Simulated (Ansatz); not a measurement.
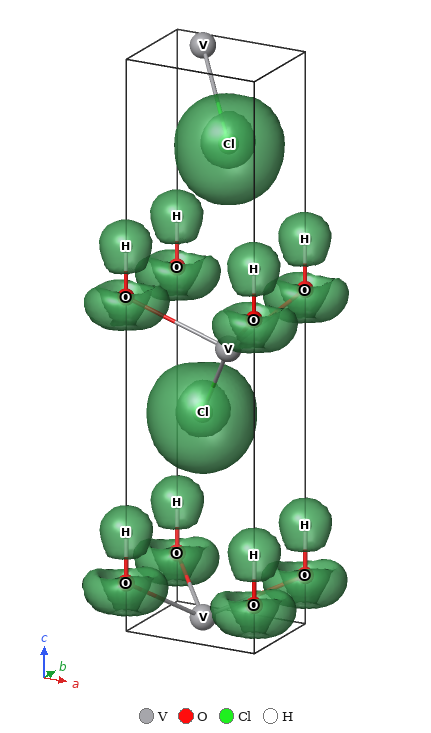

The picture shows: VHClO. Isosurface of the electron localisation function at 0.8 (green), seen at an oblique angle. Only the valence region is drawn (cores and ρ < 0.01 e/Å³ removed). Sticks mark near contacts.

Space group Cmc2₁; built by placing these elements on a known structure type; Hubbard U of 3.73 eV on V d only; spin-polarised.

Level of theory: DFT, PAW plane waves, PBE+U (Ansatz).

> Where are the electrons localised?

At this value the surface marks out two regions around hydrogen nuclei, two regions wrapped around Cl (the valence shell of each) and two regions wrapped around O (the valence shell of each), counted in one cell of 8 atoms. Any copies at cell faces, edges or corners count once. Along the contacts the grid gives the following. O–H (0.97 Å): the ELF climbs to about 1 towards the hydrogen, as it does in any bond to H (a covalent bond by its length). V–O (2.21 Å): the ELF peaks at about 0.85 in the valence shell of O, 0.6 Å from its nucleus, and is about 0.10 at the midpoint; no shared electron pair shows on this line.

> How much charge does the calculation move between the atoms?

Electrons move from V and H towards O and Cl. Bader charges: V +1.49, O −1.31, Cl −0.75 and H +0.56 e.
